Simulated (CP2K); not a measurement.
# BH2O (SMILES B[O]): UBLYP-D3(BJ)/DZVP-MOLOPT-SR-GTH (core potential)

Aim: the vertical doublet–quartet gap of BH2O at UBLYP-D3(BJ)/DZVP-MOLOPT-SR-GTH (core potential), from 2 runs. 

The calculation is run with CP2K 2026.2.

1 further run of the same task is left out (set aside as unsound or not needed).

**1. The system as given**

BH2O has 4 atoms, charge 0, and is taken as a doublet. As SMILES, `B[O]`. The shape is that of a PBE0-D4/def2-TZVP optimisation.

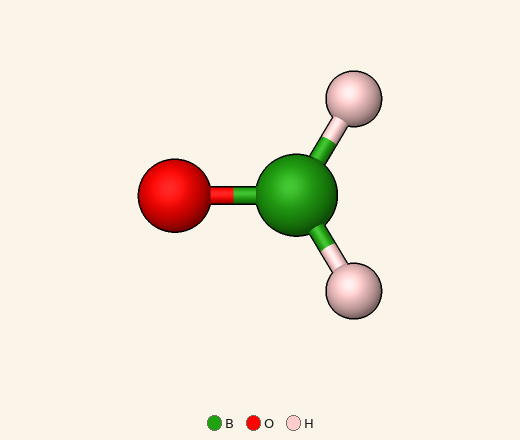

The structure, seen from a chosen angle (boron green, oxygen red, hydrogen pink).

**2. A single-point energy at UBLYP-D3(BJ)/DZVP-MOLOPT-SR-GTH (core potential)**

Contents of molecule.inp:

```
&global
  project molecule
  run_type ENERGY
  print_level MEDIUM
&end
&force_eval
  method QUICKSTEP
  &dft
    basis_set_file_name BASIS_MOLOPT
    potential_file_name GTH_POTENTIALS
    charge 0
    multiplicity 2
    uks T
    &qs
      method GPW
      eps_default 1.0E-10
    &end
    &mgrid
      cutoff 400
      rel_cutoff 50
      ngrids 4
    &end
    &poisson
      periodic NONE
      poisson_solver MULTIPOLE
    &end
    &scf
      scf_guess ATOMIC
      eps_scf 1.0E-05
      max_scf 40
      &ot ON
        minimizer DIIS
        preconditioner FULL_ALL
      &end
      &outer_scf
        eps_scf 1.0E-05
        max_scf 2
      &end
    &end
    &xc
      &xc_functional BLYP
      &end
      &vdw_potential
        potential_type PAIR_POTENTIAL
        &pair_potential
          type DFTD3(BJ)
          parameter_file_name dftd3.dat
          reference_functional BLYP
          r_cutoff 15
        &end
      &end
    &end
    &print
      &moments
        periodic F
        reference COM
        max_moment 1
      &end
      &mo_cubes
        nlumo 2
        nhomo -1
        write_cube F
      &end
      &hirshfeld OFF
      &end
    &end
  &end
  &subsys
    &cell
      abc [angstrom] 9.1 8.5 8.5
      periodic NONE
    &end
    &coord
      B     -0.001100    -0.010300    -0.015100
      O      1.025300    -0.340800     0.676900
      H     -1.052600    -0.587700     0.151600
      H      0.083900     0.878500    -0.833600
    &end
    &topology
      &center_coordinates
      &end
    &end
    &kind B
      basis_set DZVP-MOLOPT-SR-GTH-q3
      potential GTH-BLYP-q3
    &end
    &kind O
      basis_set DZVP-MOLOPT-SR-GTH-q6
      potential GTH-BLYP-q6
    &end
    &kind H
      basis_set DZVP-MOLOPT-SR-GTH-q1
      potential GTH-BLYP-q1
    &end
  &end
&end
```

Run with:

```
OMP_NUM_THREADS=1 cp2k.psmp -i molecule.inp -o molecule.out
```

The program printed, cut to the lines that bear on the results:

```text
CP2K| version string:                                       CP2K version 2026.2
[...]
 GLOBAL| Method name                                                        CP2K
[...]
 GLOBAL| Run type                                                         ENERGY
[...]
 DFT| Spin unrestricted (spin-polarized) Kohn-Sham calculation               UKS
 DFT| Multiplicity                                                             2
[...]
 DFT| Charge                                                                   0
[...]
 FUNCTIONAL| BECKE88:
 FUNCTIONAL| LYP:
[...]
 QS| Method:                                                                 GPW
[...]
 QS| Density cutoff [a.u.]:                                                200.0
[...]
 QS| Relative density cutoff [a.u.]:                                        25.0
[...]
                             - Atoms:                                          4
[...]
                             - Spherical basis functions:                     36
[...]
 Number of electrons:                                                          6
[...]
     1 OT DIIS     0.15E+00    2.3     0.12212659       -18.6531162282 -1.87E+01
[...]
    25 OT DIIS     0.15E+00    2.3     0.00000636       -19.9771281001 -1.76E-08
  *** SCF run converged in    25 steps ***
[...]
  Overlap energy of the core charge distribution:               0.00000822923209
  Self energy of the core charge distribution:                -50.52746340878705
  Core Hamiltonian energy:                                     14.79666900744376
  Hartree energy:                                              20.94242207931488
  Exchange-correlation energy:                                 -5.18648301689547
  Dispersion energy:                                           -0.00228099039333
  Total energy:                                               -19.97712810008511
[...]
                     Mulliken Population Analysis
 #  Atom  Element  Kind  Atomic population (alpha,beta) Net charge  Spin moment
       1     B        1         1.524637     1.554161    -0.078798    -0.029524
       2     O        2         3.419863     2.672811    -0.092675     0.747052
       3     H        3         0.527737     0.386551     0.085711     0.141186
       4     H        3         0.527762     0.386476     0.085761     0.141286
 # Total charge and spin        6.000000     5.000000     0.000000     1.000000
[...]
  Dipole moment [Debye]
    X= -0.1277883E+01 Y=  0.4119805E+00 Z= -0.8635911E+00  Total=      1.5964027
[...]
 HOMO - LUMO gap [eV] :    3.165869
 ENERGY| Total FORCE_EVAL ( QS ) energy [hartree]            -19.977128100085110
[...]
```

Run time: 66 s. Hardware: 1 thread of Intel Xeon at 2.70GHz, shared host; peak memory 0.84 GiB.

**3. The quartet**

Contents of molecule.inp:

```
&GLOBAL
  PROJECT_NAME molecule
  RUN_TYPE ENERGY
  PRINT_LEVEL MEDIUM
&END

&FORCE_EVAL
  METHOD QS
  &DFT
    BASIS_SET_FILE_NAME BASIS_MOLOPT
    POTENTIAL_FILE_NAME GTH_POTENTIALS
    CHARGE 0
    MULTIPLICITY 4
    SPIN_POLARIZED T
    &QS
      METHOD GPW
      EPS_DEFAULT 1.0E-10
    &END
    &MGRID
      CUTOFF 400
      REL_CUTOFF 50
      NGRIDS 4
    &END
    &POISSON
      PERIODIC NONE
      POISSON_SOLVER MULTIPOLE
    &END
    &SCF
      SCF_GUESS ATOMIC
      EPS_SCF 1.0E-05
      MAX_SCF 40
      &OT ON
        MINIMIZER DIIS
        PRECONDITIONER FULL_ALL
      &END
      &OUTER_SCF
        EPS_SCF 1.0E-05
        MAX_SCF 2
      &END
    &END
    &XC
      &XC_FUNCTIONAL BLYP
      &END
      &VDW_POTENTIAL
        POTENTIAL_TYPE PAIR_POTENTIAL
        &PAIR_POTENTIAL
          TYPE DFTD3(BJ)
          PARAMETER_FILE_NAME dftd3.dat
          REFERENCE_FUNCTIONAL BLYP
          R_CUTOFF 15
        &END
      &END
    &END
    # extra output
    &PRINT
      &MOMENTS
        PERIODIC F
        REFERENCE COM
        MAX_MOMENT 1
      &END
      &MO_CUBES
        NLUMO 2
        NHOMO -1
        WRITE_CUBE F
      &END
      &HIRSHFELD OFF
      &END
    &END
  &END
  # structure
  &SUBSYS
    # box in angstrom
    &CELL
      ABC [angstrom] 9.1 8.5 8.5
      PERIODIC NONE
    &END
    &COORD
      B     -0.001100    -0.010300    -0.015100
      O      1.025300    -0.340800     0.676900
      H     -1.052600    -0.587700     0.151600
      H      0.083900     0.878500    -0.833600
    &END
    &TOPOLOGY
      &CENTER_COORDINATES
      &END
    &END
    &KIND B
      BASIS_SET DZVP-MOLOPT-SR-GTH-q3
      POTENTIAL GTH-BLYP-q3
    &END
    &KIND O
      BASIS_SET DZVP-MOLOPT-SR-GTH-q6
      POTENTIAL GTH-BLYP-q6
    &END
    &KIND H
      BASIS_SET DZVP-MOLOPT-SR-GTH-q1
      POTENTIAL GTH-BLYP-q1
    &END
  &END
&END
```

Run with:

```
OMP_NUM_THREADS=1 cp2k.psmp -i molecule.inp -o molecule.out
```

The program printed, cut to the lines that bear on the results:

```text
CP2K| version string:                                       CP2K version 2026.2
[...]
 GLOBAL| Method name                                                        CP2K
[...]
 GLOBAL| Run type                                                         ENERGY
[...]
 DFT| Spin unrestricted (spin-polarized) Kohn-Sham calculation               UKS
 DFT| Multiplicity                                                             4
[...]
 DFT| Charge                                                                   0
[...]
 FUNCTIONAL| BECKE88:
 FUNCTIONAL| LYP:
[...]
 QS| Method:                                                                 GPW
[...]
 QS| Density cutoff [a.u.]:                                                200.0
[...]
 QS| Relative density cutoff [a.u.]:                                        25.0
[...]
                             - Atoms:                                          4
[...]
                             - Spherical basis functions:                     36
[...]
 Number of electrons:                                                          7
[...]
     1 OT DIIS     0.15E+00    2.3     0.11041969       -18.7371300932 -1.87E+01
[...]
    22 OT DIIS     0.15E+00    2.7     0.00000805       -19.7343602567 -1.58E-08
  *** SCF run converged in    22 steps ***
[...]
  Overlap energy of the core charge distribution:               0.00000822923209
  Self energy of the core charge distribution:                -50.52746340878705
  Core Hamiltonian energy:                                     15.01250191363477
  Hartree energy:                                              20.96065932885613
  Exchange-correlation energy:                                 -5.17778532920659
  Dispersion energy:                                           -0.00228099039333
  Total energy:                                               -19.73436025666398
[...]
  Dipole moment [Debye]
    X=  0.2736228E+00 Y= -0.8945650E-01 Z=  0.1864878E+00  Total=      0.3430009
[...]
 HOMO - LUMO gap [eV] :    1.556184
 ENERGY| Total FORCE_EVAL ( QS ) energy [hartree]            -19.734360256663983
[...]
```

It took 61 s on 1 thread of Intel Xeon at 2.70GHz, shared host; peak memory 0.84 GiB.

**4. Summary of results**

Level: UBLYP-D3(BJ)/DZVP-MOLOPT-SR-GTH (core potential).

```
                                        quantity         value
                           doublet: total energy  -19.97713 Eh
                          doublet: dipole moment        1.60 D
     doublet: HOMO energy (highest over α and β)      -7.51 eV
      doublet: LUMO energy (lowest over α and β)      -5.44 eV
                      doublet: dispersion energy  -5.99 kJ/mol
                                   doublet: ⟨S²⟩         0.756
                           quartet: total energy  -19.73436 Eh
                          quartet: dipole moment        0.34 D
     quartet: HOMO energy (highest over α and β)      -2.53 eV
                      quartet: dispersion energy  -5.99 kJ/mol
                                   quartet: ⟨S²⟩         3.756
vertical energy of the quartet above the doublet      6.606 eV
```

At this shape the quartet lies 6.61 eV (637 kJ/mol) above the doublet.
